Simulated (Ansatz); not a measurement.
ClGeHOSi

The calculation's input:

```
crystal:
  periodic: [false, false, false]
  atoms:
    - symbol: Cl
      position_ang: [0.938440, -3.968230, -2.989782]
    - symbol: Ge
      position_ang: [1.480947, -1.315676, -2.697088]
    - symbol: O
      position_ang: [-0.318015, -1.542680, -2.071728]
    - symbol: Si
      position_ang: [-0.980784, -3.015999, -2.163592]
    - symbol: H
      position_ang: [2.120073, -1.656983, -1.260900]
basis:
  gaussian: {orbitals: def2-TZVPD}
hamiltonian: {xc: pbe0}
output: {forces: true, orbitals: {seedname: orbitals}}
```

Run with:

```sh
ansatz run input.yaml --threads 2 --pin off --max-ram 4350MiB --events-out events.jsonl --progress --plain --runs-dir runs
```

Geometry: B3LYP-D3(BJ)/def2-SVP.

The calculation used isolated molecule in a Gaussian basis; Kohn-Sham density functional theory, functional PBE0 in Ansatz.

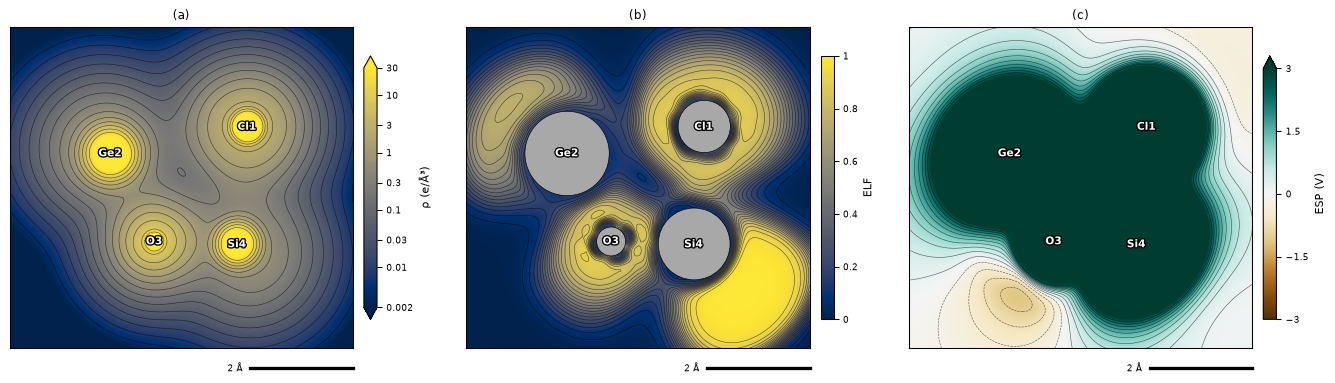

Figure 1. (a) total electron density; (b) ELF; (c) molecular electrostatic potential on the plane of atoms Cl1, Si4 and O3. Grey discs cover the atomic cores in the ELF map.

### What do the fields say about this system?

- Atoms in the plane: Cl, Ge, O and Si.
- Si–O (1.62 Å): ρ is about 1.3 e/Å³ halfway; the ELF peaks at about 0.85 between the atoms; a polar covalent bond.
- Ge–O (1.92 Å): ρ at the midpoint is about 0.71 e/Å³; the ELF peaks at about 0.85 in the valence shell of O, 0.6 Å from its nucleus, and is about 0.30 at the midpoint.
- Si–Cl (2.30 Å): the density is about 0.57 e/Å³ at the midpoint, with its minimum of 0.45 e/Å³ about 0.9 Å from Si; the ELF peaks at about 0.85 between the atoms: a shared but strongly polarised pair.
- The ELF also peaks beside Si4, O3 and Cl1, away from the bonds: lone-pair regions.
- Outside the dense part of the molecule the potential is most negative (−1.1 V) near O3.

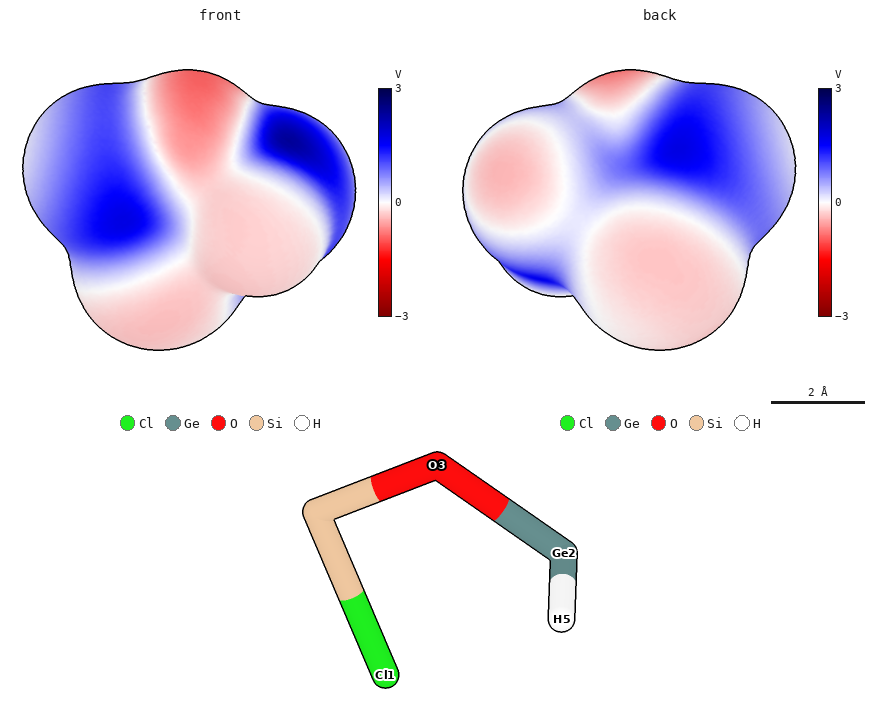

Figure 2. The electrostatic potential painted on the density surface at 0.002 e/bohr³, seen from the front and from behind; red is negative and blue positive. The bare structure is drawn below in the same view.

### Where is the surface potential most negative and most positive?

The most negative region (about −0.9 V) lies over O3, the most positive (about +2.2 V) over Ge2.

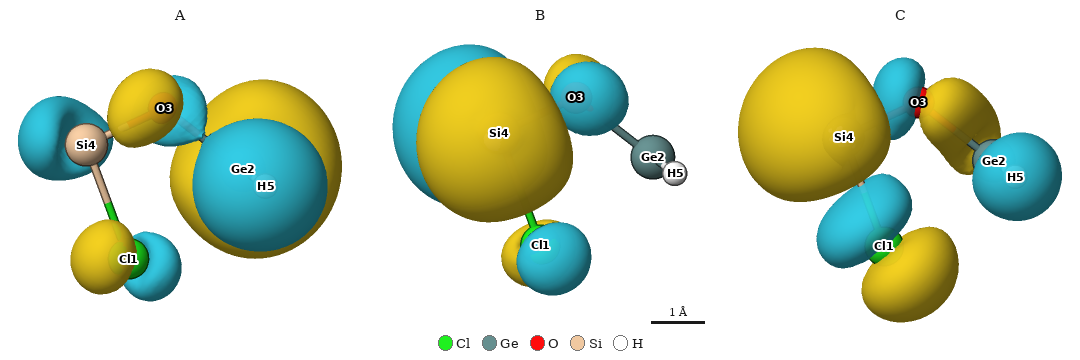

Figure 3. Three frontier orbitals at ±0.08 Å⁻³ᐟ² (yellow and cyan are the two phases), in no order.

### Which picture is the HOMO−1, the HOMO and the LUMO?

C is the HOMO−1 (−8.05 eV). It lies mainly on Si4 (about 55 %), Cl1 (about 20 %), O3 (about 10 %) and Ge2 (about 5 %). A is the HOMO (−6.91 eV). It lies mainly on Ge2 (about 60 %), H5 (about 20 %), O3 (about 5 %) and Si4 (about 5 %). B is the LUMO (−2.29 eV). By Hirshfeld shares it lies mainly on Si4 (about 80 %), O3 (about 10 %) and Cl1 (about 10 %).

### What is the HOMO–LUMO gap?

4.62 eV between the orbital energies.
